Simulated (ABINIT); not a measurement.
**NaF (Villiaumite): making up for missing bands**

Aim: few bands, with and without a completion of the sum over empty states, for NaF (Villiaumite).

Method: PBE and many-body steps on it, plane waves, in ABINIT 10.8.3.

The database entry behind the starting cell differs from later determinations by our own check (0.1 to 0.3 % short, probably kX units), so it need not match the best structure at ambient conditions.

## (1) The starting structure

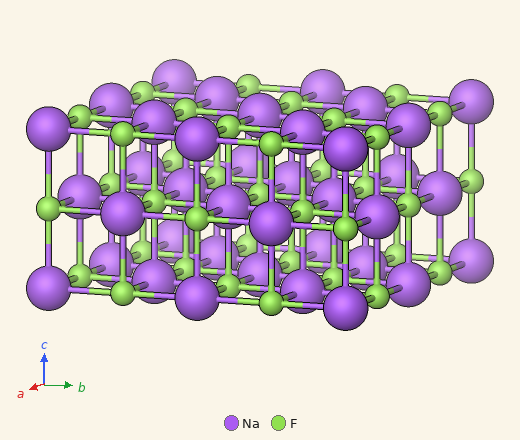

Start, viewed slightly off an axis; sodium purple, fluorine green. 2×2×1 cells are drawn. This picture shows the conventional cell, with its axes. Some periodic images of atoms are drawn too.

The cell and positions come from the Crystallography Open Database and are kept as given unless a step says otherwise.

## (2) Empty states on the mesh, 6×6×6 mesh, 224 bands

This step: ABINIT 10.8.3; DFT, PBE, plane waves, norm-conserving pseudopotentials.

The sums over transitions need many empty states on a uniform mesh; this step solves for them.

run.abi

```
acell 3*1.0 Angstrom
rprim 
  0.000000000000 2.310000000000 2.310000000000
  2.310000000000 0.000000000000 2.310000000000
  2.310000000000 2.310000000000 0.000000000000
ntypat 2
znucl 11 9
natom 2
typat 1 2
xred 
  0.000000000000 0.000000000000 0.000000000000
  0.500000000000 0.500000000000 0.500000000000
pp_dirpath "pseudos"
pseudos "Na.upf, F.upf"
ecut 38
ngkpt 6 6 6
nshiftk 1
shiftk 0 0 0
kptopt 1
chksymbreak 0
irdden 1
istwfk *1
nband 224
prtvol 0
optdriver 6
gwr_task "HDIAGO"
paral_kgb 0
occopt 1
indata_prefix "in"
outdata_prefix "out"
tmpdata_prefix "tmp"
```

The run is started by

```bash
OMP_NUM_THREADS=1 mpirun -n 4 abinit run.abi > log
```

The log of the run:

```text
.Version 10.8.3 of ABINIT. v10.8.2 released Aug 2026.

 Symmetries : space group Fm -3 m (#225); Bravais cF (face-center cubic)
[... echo of the input left out ...]
== DATASET  1 ==================================================================
-   mpi_nproc: 4, omp_nthreads: 1 (-1 if OMP is not activated)

--- !DatasetInfo
iteration_state: {dtset: 1, }
dimensions: {natom: 2, nkpt: 16, mband: 224, nsppol: 1, nspinor: 1, nspden: 1, mpw: 1874, }
cutoff_energies: {ecut:  38.0, pawecutdg:  -1.0, }
[...]
Direct band gap semiconductor
 Fundamental gap:     6.390 (eV)
   VBM:    -1.330 (eV) at k: [ 0.0000E+00,  0.0000E+00,  0.0000E+00]
   CBM:     5.060 (eV) at k: [ 0.0000E+00,  0.0000E+00,  0.0000E+00]
 Direct gap:         6.390 (eV) at k: [ 0.0000E+00,  0.0000E+00,  0.0000E+00]

== END DATASET(S) ==============================================================
================================================================================

 -outvars: echo values of variables after computation  --------
           etotal      0.0000000000E+00
            nband         224
             nkpt          16
          spgroup         225
 [... the other variables as echoed above ...]

 Calculation completed.
```

The job ended after 27 s (4 MPI ranks of AMD EPYC 7R43, shared host; peak memory 1.1 GiB; 1.8 min of CPU time).

This step gave:

| Item | Value |
| --- | --- |
| gap | 6.390 eV |
| k of the valence top | 0, 0, 0 |
| k of the conduction bottom | 0, 0, 0 |
| least direct gap | 6.390 eV |
| k points computed | 16 |
| lowest point of the top converged band, above the valence top | 232.0358 eV |

On this mesh the gap is 6.390 eV.

The density comes from a self-consistent run that is not shown.

## (3) Screening, 6×6×6 mesh, 216 bands, screening to 304.8 eV

The RPA dielectric matrix is built and inverted for each q.

This step: RPA screening on PBE, plane waves, norm-conserving pseudopotentials.

run.abi, as its differences from that of step 2:

```diff
@@ -20,10 +20,11 @@
 chksymbreak 0
-irdden 1
 istwfk *1
-nband 224
-prtvol 0
-optdriver 6
-gwr_task "HDIAGO"
-paral_kgb 0
 occopt 1
+irdwfk 1
+optdriver 3
+nband 216
+ecuteps 11.2
+inclvkb 2
+awtr 1
+symchi 1
 indata_prefix "in"
```

The log of the run:

```text
.Version 10.8.3 of ABINIT. v10.8.2 released Aug 2026.

 Symmetries : space group Fm -3 m (#225); Bravais cF (face-center cubic)
[... echo of the input left out ...]
== DATASET  1 ==================================================================
-   mpi_nproc: 4, omp_nthreads: 1 (-1 if OMP is not activated)

--- !DatasetInfo
iteration_state: {dtset: 1, }
dimensions: {natom: 2, nkpt: 16, mband: 216, nsppol: 1, nspinor: 1, nspden: 1, mpw: 1874, }
cutoff_energies: {ecut:  38.0, pawecutdg:  -1.0, }
electrons: {nelect:   1.60000000E+01, charge:   0.00000000E+00, occopt:   1.00000000E+00, tsmear:   1.00000000E-02, }

 SCREENING: Calculation of the susceptibility and dielectric matrices

 Based on a program developped by R.W. Godby, V. Olevano, G. Onida, and L. Reining.
 Incorporated in ABINIT by V. Olevano, G.-M. Rignanese, and M. Torrent.
.Using double precision arithmetic ; gwpc =  8

[... cell and pseudopotentials left out ...]
--------------------------------------------------------------------------------

 ==== K-mesh for the wavefunctions ====
 Number of points in the irreducible wedge :    16
[... list of points left out ...]
 Together with 48 symmetry operations and time-reversal symmetry
 yields   216 points in the full Brillouin Zone.

 ==== Q-mesh for the screening function ====
 Number of points in the irreducible wedge :    16
[... list of points left out ...]
 Together with 48 symmetry operations and time-reversal symmetry
 yields   216 points in the full Brillouin Zone.

 setmesh: FFT mesh size selected  =    27x   27x   27
          total number of points  =        19683

 vcoul_init : cutoff-mode = AUXILIARY_FUNCTION
 q-points for optical limit:   1
     1)      0.000010    0.000020    0.000030

- screening: taking advantage of time-reversal symmetry
- Maximum band index for partially occupied states nbvw = 8
- Remaining bands to be divided among processors   nbcw = 208
- Number of bands treated by each node ~52

 Number of electrons calculated from density =   16.0000; Expected =   16.0000
 average of density, n =  0.096174
 r_s =    1.3540
 omega_plasma =   29.9147 [eV]

 calculating chi0 at frequencies [eV] :
  1    0.000000E+00    0.000000E+00
  2    0.000000E+00    2.991468E+01

--------------------------------------------------------------------------------
  q-point number  1        q = ( 0.000000, 0.000000, 0.000000) [r.l.u.]
--------------------------------------------------------------------------------
[... chi0 elements left out ...]
 For q-point:  0.000010 0.000020 0.000030
  dielectric constant =   1.7987
  dielectric constant without local fields =   1.9013

  Average fulfillment of the sum rule on Im[epsilon] for q-point    1 :     86.15  [%]
[... wings left out ...]
  q-point number  2        q = ( 0.166667, 0.000000, 0.000000) [r.l.u.]
--------------------------------------------------------------------------------
[... chi0 elements left out ...]
  Average fulfillment of the sum rule on Im[epsilon] for q-point    2 :     96.33  [%]

 [... 14 further q-points ...]
```

Elapsed: 5.1 min, on 4 MPI ranks; peak memory 1.8 GiB.

This step gave:

```
ε∞ with local fields, on this mesh, along the program's q direction : 1.799
the same without local fields                                       : 1.901
plasma frequency                                                    : 29.91 eV
plane waves in the screening matrix                                 : 307
```

Local fields lower ε∞ by 5 %.

## (4) 216 bands

The self-energy is evaluated for the states that the input lists, and the levels follow from it, in one-shot runs by the linearised quasiparticle equation.

This step: G0W0 on PBE, plane waves, norm-conserving pseudopotentials.

run.abi, as its differences from that of step 3:

```diff
@@ -23,8 +23,15 @@
 irdwfk 1
-optdriver 3
+optdriver 4
 nband 216
+gwcalctyp 0
+ecutsigx 38
+symsigma 1
+nkptgw 1
+kptgw 
+  0.0000000000 0.0000000000 0.0000000000
+bdgw 
+  6 12
 ecuteps 11.2
-inclvkb 2
-awtr 1
-symchi 1
+irdscr 1
+ppmodel 1
 indata_prefix "in"
```

The log of the run:

```text
.Version 10.8.3 of ABINIT. v10.8.2 released Aug 2026.

 Symmetries : space group Fm -3 m (#225); Bravais cF (face-center cubic)
[... echo of the input left out ...]
== DATASET  1 ==================================================================
-   mpi_nproc: 4, omp_nthreads: 1 (-1 if OMP is not activated)

--- !DatasetInfo
iteration_state: {dtset: 1, }
dimensions: {natom: 2, nkpt: 16, mband: 216, nsppol: 1, nspinor: 1, nspden: 1, mpw: 1874, }
cutoff_energies: {ecut:  38.0, pawecutdg:  -1.0, }
electrons: {nelect:   1.60000000E+01, charge:   0.00000000E+00, occopt:   1.00000000E+00, tsmear:   1.00000000E-02, }

 SIGMA: Calculation of the GW corrections

 Based on a program developped by R.W. Godby, V. Olevano, G. Onida, and L. Reining.
 Incorporated in ABINIT by V. Olevano, G.-M. Rignanese, and M. Torrent.
.Using double precision arithmetic ; gwpc =  8

[... cell and pseudopotentials left out ...]
--------------------------------------------------------------------------------

 ==== K-mesh for the wavefunctions ====
 Number of points in the irreducible wedge :    16
[... list of points left out ...]
 Together with 48 symmetry operations and time-reversal symmetry
 yields   216 points in the full Brillouin Zone.

 ==== Q-mesh for screening function ====
 Number of points in the irreducible wedge :    16
[... list of points left out ...]
 Together with 48 symmetry operations and time-reversal symmetry
 yields   216 points in the full Brillouin Zone.

 vcoul_init : cutoff-mode = AUXILIARY_FUNCTION
 q-points for optical limit:   1
     1)      0.000010    0.000020    0.000030
 setmesh: FFT mesh size selected  =    36x   36x   36
          total number of points  =        46656

 Number of electrons calculated from density =   16.0000; Expected =   16.0000
 average of density, n =  0.096174
 r_s =    1.3540
 omega_plasma =   29.9147 [eV]

 === KS Band Gaps ===
  >>>> For spin  1
   Minimum direct gap =   6.3895 [eV], located at k-point      :   0.0000  0.0000  0.0000
   Fundamental gap    =   6.3895 [eV], Top of valence bands at :   0.0000  0.0000  0.0000
                                       Bottom of conduction at :   0.0000  0.0000  0.0000
 SIGMA fundamental parameters:
 PLASMON POLE MODEL  1
 number of plane-waves for SigmaX                 1837
 number of plane-waves for SigmaC and W            307
 number of plane-waves for wavefunctions          1837
 number of bands                                   216
 number of independent spin polarizations            1
 number of spinorial components                      1
 number of k-points in IBZ                          16
 number of q-points in IBZ                          16
 number of symmetry operations                      48
 number of k-points in BZ                          216
 number of q-points in BZ                          216
 number of frequencies for dSigma/dE                 9
 frequency step for dSigma/dE [eV]                0.25
 number of omega for Sigma on real axis              0
 max omega for Sigma on real axis  [eV]           0.00
 zcut for avoiding poles [eV]                     0.10

 EPSILON^-1 parameters (SCR file):
 dimension of the eps^-1 matrix on file            307
 dimension of the eps^-1 matrix used               307
 number of plane-waves for wavefunctions          1837
 number of bands                                   216
 number of q-points in IBZ                          16
 number of frequencies                               2
 number of real frequencies                          1
 number of imag frequencies                          1

 matrix elements of self-energy operator (all in [eV])

 Perturbative Calculation

--- !SelfEnergy_ee
iteration_state: {dtset: 1, }
kpoint     : [   0.000,    0.000,    0.000, ]
spin       : 1
KS_gap     :    6.390
QP_gap     :   10.660
Delta_QP_KS:    4.270
data: !SigmaeeData |
     Band     E0 <VxcDFT>   SigX SigC(E0)      Z dSigC/dE  Sig(E)    E-E0       E
        6  -1.330 -22.508 -30.235   4.179   0.822  -0.216 -25.426  -2.918  -4.248
        7  -1.330 -22.508 -30.235   4.179   0.822  -0.216 -25.426  -2.918  -4.248
        8  -1.330 -22.508 -30.235   4.179   0.822  -0.216 -25.426  -2.918  -4.248
        9   5.060  -9.465  -5.324  -2.645   0.904  -0.106  -8.113   1.352   6.412
       10  17.827  -7.169  -2.170  -3.232   0.905  -0.104  -5.569   1.600  19.427
       11  17.827  -7.169  -2.170  -3.232   0.905  -0.104  -5.569   1.600  19.427
       12  17.827  -7.169  -2.170  -3.232   0.905  -0.104  -5.569   1.600  19.427

== END DATASET(S) ==============================================================
================================================================================

 -outvars: echo values of variables after computation  --------
           etotal      0.0000000000E+00
            nband         216
             nkpt          16
          spgroup         225
 [... the other variables as echoed above ...]

 Calculation completed.
```

Run time: 44 s. Hardware: 4 MPI ranks; peak memory 1.9 GiB; 2.9 min of CPU time.

Numbers from this step:

- G0W0 gap on the points computed: 10.66 eV
- starting gap on the mesh: 6.390 eV
- k of the valence top: 0, 0, 0
- k of the conduction bottom: 0, 0, 0
- Z at the valence top: 0.822
- Z at the conduction bottom: 0.904
- least direct G0W0 gap on the computed points: 10.66 eV

The gap on the mesh goes from 6.39 eV to 10.66 eV, a correction of +4.27 eV.

## (5) Screening, 6×6×6 mesh, 26 bands, screening to 304.8 eV

This step: RPA screening on PBE, plane waves, norm-conserving pseudopotentials.

run.abi, as its differences from that of step 4:

```diff
@@ -23,15 +23,8 @@
 irdwfk 1
-optdriver 4
-nband 216
-gwcalctyp 0
-ecutsigx 38
-symsigma 1
-nkptgw 1
-kptgw 
-  0.0000000000 0.0000000000 0.0000000000
-bdgw 
-  6 12
+optdriver 3
+nband 26
 ecuteps 11.2
-irdscr 1
-ppmodel 1
+inclvkb 2
+awtr 1
+symchi 1
 indata_prefix "in"
```

The log of the run:

```text
.Version 10.8.3 of ABINIT. v10.8.2 released Aug 2026.

 Symmetries : space group Fm -3 m (#225); Bravais cF (face-center cubic)
[... echo of the input left out ...]
== DATASET  1 ==================================================================
-   mpi_nproc: 4, omp_nthreads: 1 (-1 if OMP is not activated)

--- !DatasetInfo
iteration_state: {dtset: 1, }
dimensions: {natom: 2, nkpt: 16, mband: 26, nsppol: 1, nspinor: 1, nspden: 1, mpw: 1874, }
cutoff_energies: {ecut:  38.0, pawecutdg:  -1.0, }
electrons: {nelect:   1.60000000E+01, charge:   0.00000000E+00, occopt:   1.00000000E+00, tsmear:   1.00000000E-02, }

 SCREENING: Calculation of the susceptibility and dielectric matrices

 Based on a program developped by R.W. Godby, V. Olevano, G. Onida, and L. Reining.
 Incorporated in ABINIT by V. Olevano, G.-M. Rignanese, and M. Torrent.
.Using double precision arithmetic ; gwpc =  8

[... cell and pseudopotentials left out ...]
--------------------------------------------------------------------------------

 ==== K-mesh for the wavefunctions ====
 Number of points in the irreducible wedge :    16
[... list of points left out ...]
 Together with 48 symmetry operations and time-reversal symmetry
 yields   216 points in the full Brillouin Zone.

 ==== Q-mesh for the screening function ====
 Number of points in the irreducible wedge :    16
[... list of points left out ...]
 Together with 48 symmetry operations and time-reversal symmetry
 yields   216 points in the full Brillouin Zone.

 setmesh: FFT mesh size selected  =    27x   27x   27
          total number of points  =        19683

 vcoul_init : cutoff-mode = AUXILIARY_FUNCTION
 q-points for optical limit:   1
     1)      0.000010    0.000020    0.000030

- screening: taking advantage of time-reversal symmetry
- Maximum band index for partially occupied states nbvw = 8
- Remaining bands to be divided among processors   nbcw = 18
- Number of bands treated by each node ~4

 Number of electrons calculated from density =   16.0000; Expected =   16.0000
 average of density, n =  0.096174
 r_s =    1.3540
 omega_plasma =   29.9147 [eV]

 calculating chi0 at frequencies [eV] :
  1    0.000000E+00    0.000000E+00
  2    0.000000E+00    2.991468E+01

--------------------------------------------------------------------------------
  q-point number  1        q = ( 0.000000, 0.000000, 0.000000) [r.l.u.]
--------------------------------------------------------------------------------
[... chi0 elements left out ...]
 For q-point:  0.000010 0.000020 0.000030
  dielectric constant =   1.7652
  dielectric constant without local fields =   1.8448

  Average fulfillment of the sum rule on Im[epsilon] for q-point    1 :     20.28  [%]
[... wings left out ...]
  q-point number  2        q = ( 0.166667, 0.000000, 0.000000) [r.l.u.]
--------------------------------------------------------------------------------
[... chi0 elements left out ...]
  Average fulfillment of the sum rule on Im[epsilon] for q-point    2 :     40.65  [%]

 [... 14 further q-points ...]
```

The job ended after 34 s (4 MPI ranks; peak memory 0.67 GiB).

Numbers from this step:

```yaml
eps_infinity_with_local_fields_on_this_mesh_along_the_program_s_q_direction: 1.765
the_same_without_local_fields: 1.845
plasma_frequency: 29.91 eV
plane_waves_in_the_screening_matrix: 307
```

## (6) 26 bands

This step: G0W0 on PBE, plane waves, norm-conserving pseudopotentials.

run.abi, as its differences from that of step 5:

```diff
@@ -23,8 +23,15 @@
 irdwfk 1
-optdriver 3
+optdriver 4
 nband 26
+gwcalctyp 0
+ecutsigx 38
+symsigma 1
+nkptgw 1
+kptgw 
+  0.0000000000 0.0000000000 0.0000000000
+bdgw 
+  6 12
 ecuteps 11.2
-inclvkb 2
-awtr 1
-symchi 1
+irdscr 1
+ppmodel 1
 indata_prefix "in"
```

The log of the run:

```text
.Version 10.8.3 of ABINIT. v10.8.2 released Aug 2026.

 Symmetries : space group Fm -3 m (#225); Bravais cF (face-center cubic)
[... echo of the input left out ...]
== DATASET  1 ==================================================================
-   mpi_nproc: 4, omp_nthreads: 1 (-1 if OMP is not activated)

--- !DatasetInfo
iteration_state: {dtset: 1, }
dimensions: {natom: 2, nkpt: 16, mband: 26, nsppol: 1, nspinor: 1, nspden: 1, mpw: 1874, }
cutoff_energies: {ecut:  38.0, pawecutdg:  -1.0, }
electrons: {nelect:   1.60000000E+01, charge:   0.00000000E+00, occopt:   1.00000000E+00, tsmear:   1.00000000E-02, }

 SIGMA: Calculation of the GW corrections

 Based on a program developped by R.W. Godby, V. Olevano, G. Onida, and L. Reining.
 Incorporated in ABINIT by V. Olevano, G.-M. Rignanese, and M. Torrent.
.Using double precision arithmetic ; gwpc =  8

[... cell and pseudopotentials left out ...]
--------------------------------------------------------------------------------

 ==== K-mesh for the wavefunctions ====
 Number of points in the irreducible wedge :    16
[... list of points left out ...]
 Together with 48 symmetry operations and time-reversal symmetry
 yields   216 points in the full Brillouin Zone.

 ==== Q-mesh for screening function ====
 Number of points in the irreducible wedge :    16
[... list of points left out ...]
 Together with 48 symmetry operations and time-reversal symmetry
 yields   216 points in the full Brillouin Zone.

 vcoul_init : cutoff-mode = AUXILIARY_FUNCTION
 q-points for optical limit:   1
     1)      0.000010    0.000020    0.000030
 setmesh: FFT mesh size selected  =    36x   36x   36
          total number of points  =        46656

 Number of electrons calculated from density =   16.0000; Expected =   16.0000
[...]
number of q-points in BZ                          216
 number of frequencies for dSigma/dE                 9
 frequency step for dSigma/dE [eV]                0.25
 number of omega for Sigma on real axis              0
 max omega for Sigma on real axis  [eV]           0.00
 zcut for avoiding poles [eV]                     0.10

 EPSILON^-1 parameters (SCR file):
 dimension of the eps^-1 matrix on file            307
 dimension of the eps^-1 matrix used               307
 number of plane-waves for wavefunctions          1837
 number of bands                                    26
 number of q-points in IBZ                          16
 number of frequencies                               2
 number of real frequencies                          1
 number of imag frequencies                          1

 matrix elements of self-energy operator (all in [eV])

 Perturbative Calculation

--- !SelfEnergy_ee
iteration_state: {dtset: 1, }
kpoint     : [   0.000,    0.000,    0.000, ]
spin       : 1
KS_gap     :    6.390
QP_gap     :   10.474
Delta_QP_KS:    4.084
data: !SigmaeeData |
     Band     E0 <VxcDFT>   SigX SigC(E0)      Z dSigC/dE  Sig(E)    E-E0       E
        6  -1.330 -22.508 -30.235   4.930   0.819  -0.221 -24.800  -2.292  -3.622
        7  -1.330 -22.508 -30.235   4.930   0.819  -0.221 -24.800  -2.292  -3.622
        8  -1.330 -22.508 -30.235   4.930   0.819  -0.221 -24.800  -2.292  -3.622
        9   5.060  -9.465  -5.324  -2.161   0.905  -0.105  -7.673   1.792   6.852
       10  17.827  -7.169  -2.170  -2.657   0.900  -0.111  -5.061   2.108  19.934
       11  17.827  -7.169  -2.170  -2.657   0.900  -0.111  -5.061   2.108  19.934
       12  17.827  -7.169  -2.170  -2.657   0.900  -0.111  -5.061   2.108  19.934

== END DATASET(S) ==============================================================
================================================================================

 -outvars: echo values of variables after computation  --------
           etotal      0.0000000000E+00
            nband          26
             nkpt          16
          spgroup         225
 [... the other variables as echoed above ...]

 Calculation completed.
```

The job ended after 11 s (4 MPI ranks; peak memory 0.87 GiB; 42 s of CPU time).

This step gave:

```yaml
g0w0_gap_on_the_points_computed: 10.47 eV
starting_gap_on_the_mesh: 6.390 eV
k_of_the_valence_top: 0, 0, 0
k_of_the_conduction_bottom: 0, 0, 0
z_at_the_valence_top: 0.819
z_at_the_conduction_bottom: 0.905
least_direct_g0w0_gap_on_the_computed_points: 10.47 eV
```

Against G0W0 in ABINIT (6×6×6 mesh, 216 bands, screening to 304.8 eV, Godby-Needs plasmon pole), the gap moves by −0.186 eV.

[end of part 1 of 2]

[Paths, hosts, dates, memory and timing lines, banners, echoed tables and standing remarks are left out of the program output.]

[Logs are printed without paths, hosts, clocks, repeated set-up lines and the standing remarks that a program may print on its own settings, such as how far it seeks lower states.]

[Runs of the session that timed out or met a known fault of the program may be left out.]

[Hosts, paths, dates, database ids (printed as entryN), source tags and the programs' standing remarks are cut or masked in the printed files.]

[G0W0 gaps are taken among the corrected bands and points alone; a level outside them can change the order at an edge.]

[Where Ansatz stands beside ABINIT at settings called matched, ABINIT's density can come from a denser mesh and the files from another edition; pairs whose starting gaps differed by over 0.03 eV were left out, so agreement reads better than it is.]
